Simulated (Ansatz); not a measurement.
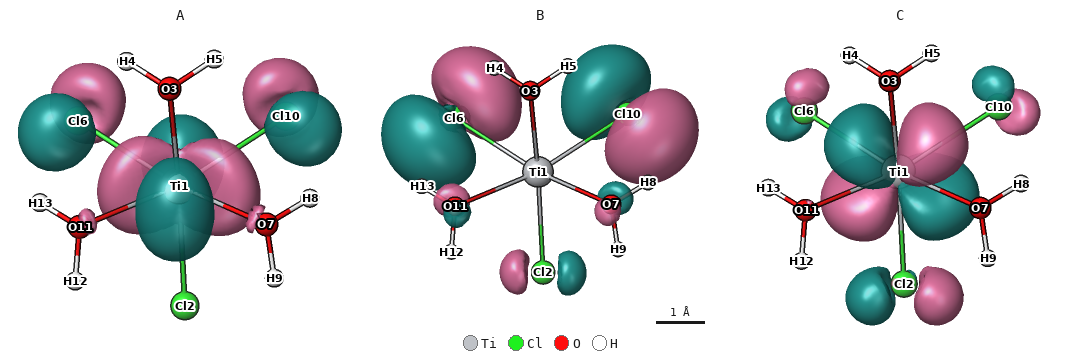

The picture shows: Cl3H6O3Ti (fac-TiCl3(H2O)3) (doublet). Three frontier orbitals at ±0.1 Å⁻³ᐟ² (teal and pink are the two phases), in no order.

Geometry: B3LYP-D4/def2-SVP.

Theory: UKS PBE0-D4/def2-TZVP (Ansatz 0.2.0).

```yaml
atoms:
  - { symbol: Ti, position_ang: [0.3022, 0.3131, 0.4035] }
  - { symbol: Cl, position_ang: [-0.1187, 0.0598, 2.6302] }
  - { symbol: O, position_ang: [0.2252, 0.0817, -1.8057] }
  - { symbol: H, position_ang: [1.1629, -0.1153, -1.9883] }
  - { symbol: H, position_ang: [0.1126, 1.0125, -2.0744] }
  - { symbol: Cl, position_ang: [2.6111, -0.0592, 0.0576] }
  - { symbol: O, position_ang: [-1.9139, 0.4802, 0.1505] }
  - { symbol: H, position_ang: [-1.9427, 1.4496, 0.0156] }
  - { symbol: H, position_ang: [-2.2847, 0.3344, 1.0365] }
  - { symbol: Cl, position_ang: [0.1049, 2.6034, -0.1441] }
  - { symbol: O, position_ang: [0.3377, -1.9147, 0.2951] }
  - { symbol: H, position_ang: [0.0922, -2.2337, 1.1785] }
  - { symbol: H, position_ang: [1.3112, -2.0118, 0.2451] }
```

Question: Order the three orbitals by energy and name them. All are α orbitals.

Answer: B is the HOMO−1 (α) (−8.40 eV). By Hirshfeld shares it lies mainly on Cl6 (about 45 %) and Cl10 (about 45 %); largely a combination of lone pairs on Cl6 and Cl10. A is the HOMO (α) (−6.46 eV). By Hirshfeld shares it lies mainly on Ti1 (about 75 %), Cl6 (about 10 %) and Cl10 (about 10 %). C is the LUMO (α) (−2.65 eV). By Hirshfeld shares it lies mainly on Ti1 (about 80 %) and Cl2 (about 10 %).

Question: What is the gap between the highest occupied and lowest empty α orbitals?

Answer: 3.81 eV between the orbital energies.
